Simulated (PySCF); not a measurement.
# [HO2]− (hydroperoxide(1-)) at HF/3-21G

Aim: the vertical ionisation energy of [HO2]− (hydroperoxide(1-)) at HF/3-21G, from 2 runs. Input form: a Python script.

The results are computed with PySCF 2.14.0.

4 further runs of the same task are left out: 4 set aside as unsound or not needed.

## (1) The system as given

[HO2]−: 3 atoms, total charge -1, spin state singlet. As SMILES, `[O-]O`. The coordinates come from a GFN2-xTB relaxation.

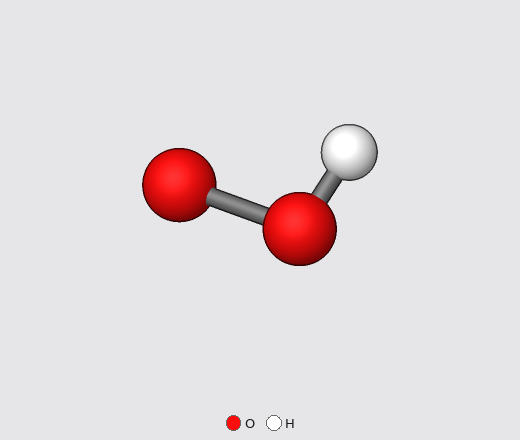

The structure, seen from a chosen angle (oxygen red, hydrogen white).

## (2) The energy at HF/3-21G

Input file start.xyz:

```xyz
3
HO2
O     -0.355040     1.013280    -0.080710
O     -0.244450    -0.436620    -0.180910
H      0.599490    -0.576670     0.261620
```

Input file job.py:

```python
from pyscf import gto, scf

mol = gto.M(
    atom='start.xyz',
    verbose=4,
    charge=-1,
    basis='3-21g',
    max_memory=1860,
)

mf = scf.RHF(mol)
mf.conv_tol = 1e-10
mf.kernel()
if not mf.converged:
    mf = mf.newton().run(mf.mo_coeff, mf.mo_occ)

e_tot = mf.e_tot
print('E(%s) = %.9f' % ('HF', e_tot))
```

On the command line:

```
OMP_NUM_THREADS=1 python job.py
```

The log of the run:

```text
PySCF version 2.14.0

[INPUT] num. atoms = 3
[INPUT] num. electrons = 18
[INPUT] charge = -1
[INPUT] spin (= nelec alpha-beta = 2S) = 0
[INPUT] symmetry False subgroup None
[INPUT] Mole.unit = angstrom
[INPUT] Symbol           X                Y                Z      unit          X                Y                Z       unit  Magmom
[INPUT]  1 O     -0.355040000000   1.013280000000  -0.080710000000 AA   -0.670928363266   1.914821687499  -0.152519795514 Bohr   0.0
[INPUT]  2 O     -0.244450000000  -0.436620000000  -0.180910000000 AA   -0.461943551150  -0.825092220508  -0.341870353195 Bohr   0.0
[INPUT]  3 H      0.599490000000  -0.576670000000   0.261620000000 AA    1.132871914416  -1.089748364253   0.494390148709 Bohr   0.0

nuclear repulsion = 29.8758653567983
number of shells = 12
number of NR pGTOs = 33
number of NR cGTOs = 20
basis = 3-21g
ecp = {}

******** <class 'pyscf.scf.hf.RHF'> ********
method = RHF
initial guess = minao
damping factor = 0
level_shift factor = 0
DIIS = <class 'pyscf.scf.diis.CDIIS'>
diis_start_cycle = 1
diis_space = 8
diis_damp = 0
SCF conv_tol = 1e-10
SCF conv_tol_grad = None
SCF max_cycles = 50
direct_scf = True
direct_scf_tol = 1e-13
Set gradient conv threshold to 1e-05
Initial guess from minao.
init E= -148.93881277758
  HOMO = -0.294716499587845  LUMO = 0.0260458133245742  gap/eV = 8.72839
cycle= 1 E= -149.213964404171  delta_E= -0.275  |g|= 0.578  |ddm|= 1.66
  HOMO = 0.110386207190107  LUMO = 0.509881049801656  gap/eV = 10.87081
cycle= 2 E= -149.277572536548  delta_E= -0.0636  |g|= 0.264  |ddm|= 0.578
  HOMO = 0.00226245762925048  LUMO = 0.537249468391902  gap/eV = 14.55774
cycle= 3 E= -149.288293643882  delta_E= -0.0107  |g|= 0.0492  |ddm|= 0.144
  HOMO = -0.00891037770107106  LUMO = 0.54825328686041  gap/eV = 15.16120
cycle= 4 E= -149.289523298817  delta_E= -0.00123  |g|= 0.0288  |ddm|= 0.0645
  HOMO = -0.0138107800835616  LUMO = 0.555981769902413  gap/eV = 15.50485
cycle= 5 E= -149.289810852873  delta_E= -0.000288  |g|= 0.00579  |ddm|= 0.0349
  HOMO = -0.0157451345957291  LUMO = 0.555953769940262  gap/eV = 15.55672
cycle= 6 E= -149.28982943768  delta_E= -1.86e-05  |g|= 0.000753  |ddm|= 0.0108
  HOMO = -0.0158500458761659  LUMO = 0.556029868805123  gap/eV = 15.56165
cycle= 7 E= -149.289829871564  delta_E= -4.34e-07  |g|= 0.000278  |ddm|= 0.00155
  HOMO = -0.0158502418504489  LUMO = 0.556045989661931  gap/eV = 15.56209
cycle= 8 E= -149.289829973717  delta_E= -1.02e-07  |g|= 0.000117  |ddm|= 0.000835
  HOMO = -0.015841705364446  LUMO = 0.556044124629393  gap/eV = 15.56181
cycle= 9 E= -149.289829996216  delta_E= -2.25e-08  |g|= 2.06e-05  |ddm|= 0.000548
  HOMO = -0.0158429344691271  LUMO = 0.556044127062019  gap/eV = 15.56184
cycle= 10 E= -149.289829996808  delta_E= -5.91e-10  |g|= 5.3e-06  |ddm|= 8.95e-05
  HOMO = -0.0158427375655807  LUMO = 0.55604405334907  gap/eV = 15.56183
cycle= 11 E= -149.289829996841  delta_E= -3.34e-11  |g|= 9.91e-07  |ddm|= 2.45e-05
  HOMO = -0.0158426663206721  LUMO = 0.556043968736735  gap/eV = 15.56183
Extra cycle  E= -149.289829996842  delta_E= -9.09e-13  |g|= 4.83e-07  |ddm|= 1.73e-06
converged SCF energy = -149.289829996842
E(HF) = -149.289829997
```

Wall time 0.4 s (1 thread of Intel Xeon 6975P-C (Granite Rapids), shared host); peak memory 0.1 GiB.

## (3) Doublet neutral HO2, same level

Input file input.py:

```python
from pyscf import gto, scf

system = gto.Mole()
system.atom = '''
O     -0.670928     1.914822    -0.152520
O     -0.461944    -0.825092    -0.341870
H      1.132872    -1.089748     0.494390
'''
system.unit = 'bohr'
system.spin = 1
system.charge = 0
system.max_memory = 1860
system.verbose = 4
system.basis = '3-21g'
system.build()

mf = scf.UHF(system)
mf.conv_tol = 1e-10
mf.kernel()
if not mf.converged:
    mf = mf.newton().run(mf.mo_coeff, mf.mo_occ)

e_final = mf.e_tot
print(f'total energy: {e_final:.8f} hartree')
```

On the command line:

```
OMP_NUM_THREADS=1 python input.py
```

The log of the run:

```text
PySCF version 2.14.0

[INPUT] num. atoms = 3
[INPUT] num. electrons = 17
[INPUT] charge = 0
[INPUT] spin (= nelec alpha-beta = 2S) = 1
[INPUT] symmetry False subgroup None
[INPUT] Mole.unit = bohr
[INPUT] Symbol           X                Y                Z      unit          X                Y                Z       unit  Magmom
[INPUT]  1 O     -0.355039807768   1.013280165368  -0.080710108210 AA   -0.670928000000   1.914822000000  -0.152520000000 Bohr   0.0
[INPUT]  2 O     -0.244450237521  -0.436619883312  -0.180909813097 AA   -0.461944000000  -0.825092000000  -0.341870000000 Bohr   0.0
[INPUT]  3 H      0.599490045289  -0.576669807246   0.261619921307 AA    1.132872000000  -1.089748000000   0.494390000000 Bohr   0.0

nuclear repulsion = 29.875865014206
number of shells = 12
number of NR pGTOs = 33
number of NR cGTOs = 20
basis = 3-21g
ecp = {}

[... 97 lines left out ...]
converged SCF energy = -149.352987930883  <S^2> = 0.81770806  2S+1 = 2.0665992
total energy: -149.35298793 hartree
```

It took 0.42 s on 1 thread of Intel Xeon 6975P-C (Granite Rapids), shared host; peak memory 0.1 GiB.

## (4) Summary of results

Level: HF/3-21G.

| quantity | value |
| --- | --- |
| singlet [HO2]−: total energy | -149.28983 Eh |
| singlet [HO2]−: HOMO energy | -0.43 eV |
| singlet [HO2]−: LUMO energy | 15.13 eV |
| singlet [HO2]−: HOMO–LUMO gap (to an unbound level, set by the basis) | 15.56 eV |
| doublet neutral HO2: total energy | -149.35299 Eh |
| doublet neutral HO2: dipole moment | 2.17 D |
| doublet neutral HO2: HOMO energy (highest over α and β) | -13.33 eV |
| doublet neutral HO2: LUMO energy (lowest over α and β) | 4.16 eV |
| doublet neutral HO2: ⟨S²⟩ | 0.818 |
| vertical detachment energy (to the doublet neutral) | -1.719 eV |

What this shows: The species is unbound against losing an electron at this level, by 1.72 eV (−166 kJ/mol); missing correlation or diffuse functions can give that sign where the real anion is bound. Mulliken charges (singlet [HO2]−) run from -0.64 on O1 to +0.27 on H3. Mulliken charges (doublet neutral HO2) run from -0.39 on O2 to +0.42 on H3; they depend strongly on the basis.
